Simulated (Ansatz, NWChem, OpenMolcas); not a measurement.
**CH2FNOSn (SMILES O=C=[N][SnH2][F]): the energy, rung by rung**

The species is CH2FNOSn (7 atoms), meant as a singlet with charge 0. As SMILES, `O=C=[N][SnH2][F]`. The coordinates come from a PBE0-D4/def2-TZVP relaxation. This is one conformer, not always the lowest.

```xyz
7

O    -0.2217   -2.8693   -0.9316
C    -0.1215   -1.9068   -0.2838
N    -0.0209   -0.9582    0.4494
Sn    0.1574    1.0316    0.3185
F    -0.8771    1.5100   -1.2201
H    -0.6186    1.6961    1.6652
H     1.7638    1.4285   -0.0432
```

Quantity: the energy change with the Sn4–F5 bond stretched from 1.915 to 2.202 Å, in eV. The values are calculated.

```json
{"level": "HF/def2-SVP (core potential) (restricted)", "kind": "Hartree–Fock", "program": "Ansatz", "value (eV)": "0.72", "less CCSD(T)/def2-SVP": "+0.14", "CPU time (all runs)": "7 s"}
{"level": "BLYP/def2-SVP (core potential) (restricted)", "kind": "GGA", "program": "OpenMolcas", "value (eV)": "0.38", "less CCSD(T)/def2-SVP": "-0.20", "CPU time (all runs)": "70 s"}
{"level": "TPSS/def2-SVP (core potential) (restricted)", "kind": "meta-GGA", "program": "OpenMolcas", "value (eV)": "0.47", "less CCSD(T)/def2-SVP": "-0.11", "CPU time (all runs)": "88 s"}
{"level": "BHLYP/def2-SVP (core potential) (restricted)", "kind": "global hybrid", "program": "OpenMolcas", "value (eV)": "0.66", "less CCSD(T)/def2-SVP": "+0.08", "CPU time (all runs)": "59 s"}
{"level": "wB97X/def2-SVP (core potential) (restricted)", "kind": "range-separated hybrid", "program": "Ansatz", "value (eV)": "0.60", "less CCSD(T)/def2-SVP": "+0.02", "CPU time (all runs)": "63 s"}
{"level": "RPA@PBE/def2-SVP (core potential) (restricted)", "kind": "RPA", "program": "Ansatz", "value (eV)": "0.49", "less CCSD(T)/def2-SVP": "-0.09", "CPU time (all runs)": "33 s"}
{"level": "MP2/def2-SVP (core potential) (restricted)", "kind": "perturbation theory", "program": "NWChem", "value (eV)": "0.59", "less CCSD(T)/def2-SVP": "+0.01", "CPU time (all runs)": "60 s"}
{"level": "CCSD(T)/def2-SVP (core potential) (restricted)", "kind": "coupled cluster or CI", "program": "NWChem", "value (eV)": "0.58", "less CCSD(T)/def2-SVP": "0.00", "CPU time (all runs)": "6.8 min"}
```

CCSD(T)/def2-SVP (core potential) (restricted) is the highest level here, not the true value. The first shape isn't each level's own minimum. The values span 0.38 to 0.72 eV. In the correlated wave-function rows the outer d shell of Sn is correlated, in sets not made for it. Times are those of the runs behind each value, whatever else they computed, on shared processors of several kinds: orders of magnitude only.

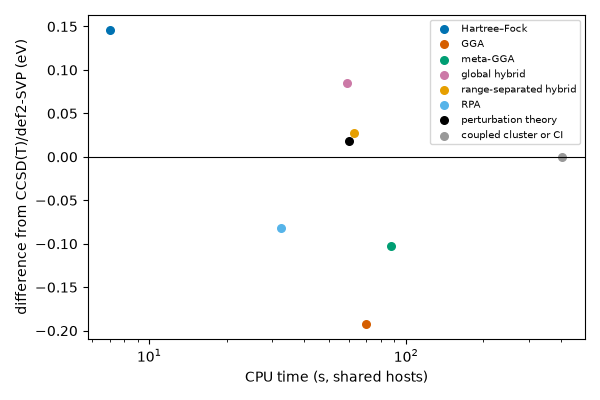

Difference from CCSD(T)/def2-SVP against processor time, one point a level.
